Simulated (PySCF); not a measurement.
**Si3H8O (SMILES [SiH3]O[SiH2][SiH3]) at 6 levels**

Wanted: a comparison of 6 runs (B3LYP/cc-pVDZ, BLYP/cc-pVDZ, M06-L/cc-pVDZ, PBE0/cc-pVDZ, SVWN5/cc-pVDZ, r2SCAN/cc-pVDZ) of Si3H8O. Input form: a Python script.

Program for the calculation: PySCF 2.14.0.

1 further run of the same task is left out (set aside as unsound or not needed).

## 1. Starting point

The species is Si3H8O (12 atoms), meant as a singlet with charge 0. As SMILES, `[SiH3]O[SiH2][SiH3]`. Geometry: relaxed at PBE0-D4/def2-TZVP. This is one conformer, not always the lowest.

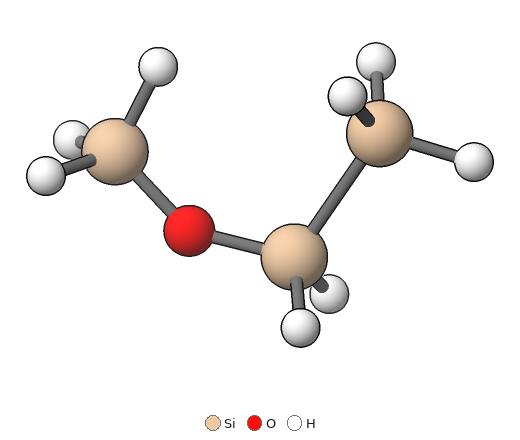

The structure, seen from a chosen angle (silicon light orange, oxygen red, hydrogen white).

## 2. The energy at B3LYP/cc-pVDZ (run 1)

Input file input.py:

```python
from pyscf import gto, dft

mol = gto.M(
    atom='''
Si    -1.607212     3.779263    -0.163083
O     -0.801433     1.602866     1.873286
Si     0.425377    -1.217928     2.255388
Si     1.418806    -3.118237    -1.627432
H     -1.087726     2.879943    -2.777330
H     -4.343535     4.332386     0.103557
H     -0.127179     6.110429     0.327867
H     -1.415783    -2.816448     3.655675
H      2.748040    -0.988894     3.824428
H      3.305320    -1.589449    -3.046050
H     -0.878156    -3.412467    -3.223306
H      2.508800    -5.665777    -1.138560
''',
    verbose=3,
    max_memory=1860,
    unit='bohr',
    basis='cc-pvdz',
)

myscf = dft.RKS(mol, xc='b3lyp')
myscf.conv_tol = 1e-10
myscf.grids.level = 5
myscf.kernel()
if not myscf.converged:
    myscf = myscf.newton().run(myscf.mo_coeff, myscf.mo_occ)

etot = myscf.e_tot
print(f'total energy: {etot:.8f} hartree')
```

Command:

```sh
$ OMP_NUM_THREADS=1 python input.py
```

Log:

```text
converged SCF energy = -948.615729812913
total energy: -948.61572981 hartree
```

Run time: 34 s. Hardware: 1 thread of Arm Neoverse V2, shared host; peak memory 0.58 GiB.

## 3. A single-point energy at BLYP/cc-pVDZ (run 2)

Input file calc.py:

```python
from pyscf import gto, dft

mol = gto.M(
    atom=[
    ('Si', (-0.850500, 1.999900, -0.086300)),
    ('O', (-0.424100, 0.848200, 0.991300)),
    ('Si', (0.225100, -0.644500, 1.193500)),
    ('Si', (0.750800, -1.650100, -0.861200)),
    ('H', (-0.575600, 1.524000, -1.469700)),
    ('H', (-2.298500, 2.292600, 0.054800)),
    ('H', (-0.067300, 3.233500, 0.173500)),
    ('H', (-0.749200, -1.490400, 1.934500)),
    ('H', (1.454200, -0.523300, 2.023800)),
    ('H', (1.749100, -0.841100, -1.611900)),
    ('H', (-0.464700, -1.805800, -1.705700)),
    ('H', (1.327600, -2.998200, -0.602500)),
],
    verbose=3,
    spin=0,
    basis='cc-pvdz',
    charge=0,
    max_memory=1860,
)

myscf = dft.RKS(mol, xc='blyp')
myscf.conv_tol = 1e-10
myscf.grids.level = 5
myscf.kernel()
if not myscf.converged:
    myscf = myscf.newton().run(myscf.mo_coeff, myscf.mo_occ)

e_tot = myscf.e_tot
print('Final energy', e_tot)
```

Command:

```sh
$ OMP_NUM_THREADS=1 python calc.py
```

Log:

```text
converged SCF energy = -948.49546522378
Final energy -948.4954652237798
```

Wall time 36 s (1 thread of Arm Neoverse V2, shared host); peak memory 0.58 GiB.

Run 3 isn't shown in full; the table further down has it.

## 4. The energy at PBE0/cc-pVDZ (run 4)

Input file input.py:

```python
from pyscf import gto, dft

mol = gto.M(
    atom=[
    ('Si', (-0.850500, 1.999900, -0.086300)),
    ('O', (-0.424100, 0.848200, 0.991300)),
    ('Si', (0.225100, -0.644500, 1.193500)),
    ('Si', (0.750800, -1.650100, -0.861200)),
    ('H', (-0.575600, 1.524000, -1.469700)),
    ('H', (-2.298500, 2.292600, 0.054800)),
    ('H', (-0.067300, 3.233500, 0.173500)),
    ('H', (-0.749200, -1.490400, 1.934500)),
    ('H', (1.454200, -0.523300, 2.023800)),
    ('H', (1.749100, -0.841100, -1.611900)),
    ('H', (-0.464700, -1.805800, -1.705700)),
    ('H', (1.327600, -2.998200, -0.602500)),
],
    spin=0,
    max_memory=1860,
    basis='cc-pvdz',
    charge=0,
    verbose=4,
)

calc0 = dft.RKS(mol, xc='pbe0')
calc0.grids.level = 5
calc0.conv_tol = 1e-10
calc0.kernel()
if not calc0.converged:
    calc0 = calc0.newton().run(calc0.mo_coeff, calc0.mo_occ)

etot = calc0.e_tot
print('Final energy', etot)
```

Command:

```sh
$ OMP_NUM_THREADS=1 python input.py
```

Log:

```text
PySCF version 2.14.0

[... 77 lines left out ...]
converged SCF energy = -948.094939501531
Final energy -948.0949395015314
```

It took 31 s on 1 thread of Arm Neoverse V2, shared host; peak memory 0.58 GiB.

Run 5 isn't shown in full; the table further down has it.

## 5. The energy at r2SCAN/cc-pVDZ (run 6)

Input file start.xyz:

```xyz
12

Si    -0.850500     1.999900    -0.086300
O     -0.424100     0.848200     0.991300
Si     0.225100    -0.644500     1.193500
Si     0.750800    -1.650100    -0.861200
H     -0.575600     1.524000    -1.469700
H     -2.298500     2.292600     0.054800
H     -0.067300     3.233500     0.173500
H     -0.749200    -1.490400     1.934500
H      1.454200    -0.523300     2.023800
H      1.749100    -0.841100    -1.611900
H     -0.464700    -1.805800    -1.705700
H      1.327600    -2.998200    -0.602500
```

Input file run.py:

```python
# [SiH3]O[SiH2][SiH3]
from pyscf import gto, dft

mol = gto.M(
    atom='start.xyz',
    verbose=4,
    basis='cc-pvdz',
    spin=0,
    max_memory=1860,
)

mf = dft.RKS(mol, xc='r2scan')
mf.conv_tol = 1e-10
mf.grids.level = 5
mf.kernel()
if not mf.converged:
    mf = mf.newton().run(mf.mo_coeff, mf.mo_occ)

e_final = mf.e_tot
print(f'total energy: {e_final:.8f} hartree')
```

Command:

```sh
$ OMP_NUM_THREADS=1 python run.py
```

Log:

```text
PySCF version 2.14.0

[... 83 lines left out ...]
converged SCF energy = -948.426913667987
total energy: -948.42691367 hartree
```

It took 65 s on 1 thread of Arm Neoverse V2, shared host; peak memory 0.6 GiB.

## 6. All runs side by side

```
run           level  energy (Eh)  dipole moment (D)  HOMO energy (eV)  LUMO energy (eV)  wall time
  1   B3LYP/cc-pVDZ  -948.615730               0.30             -7.68             -0.41       34 s
  2    BLYP/cc-pVDZ  -948.495465               0.26             -6.53             -0.91       36 s
  3   M06-L/cc-pVDZ  -948.546546               0.25             -6.91             -0.62       70 s
  4    PBE0/cc-pVDZ  -948.094940               0.30             -7.91             -0.29       31 s
  5   SVWN5/cc-pVDZ  -944.455272               0.29             -6.74             -1.36       22 s
  6  r2SCAN/cc-pVDZ  -948.426914               0.27             -7.00             -0.88       65 s
```

## 7. Results

| quantity | value |
| --- | --- |
| run 6: total energy | -948.42691 Eh |
| run 6: dipole moment | 0.27 D |
| run 6: HOMO energy | -7.00 eV |
| run 6: LUMO energy | -0.88 eV |
| run 6: HOMO–LUMO gap | 6.13 eV |

What this shows: The dipole moment (its size) runs from 0.25 D (M06-L/cc-pVDZ) to 0.30 D (PBE0/cc-pVDZ). The HOMO–LUMO gap runs from 5.38 eV (SVWN5/cc-pVDZ) to 7.62 eV (PBE0/cc-pVDZ). Totals of different functionals can't be ranked against each other. All runs together took 4.3 min, the longest 70 s.
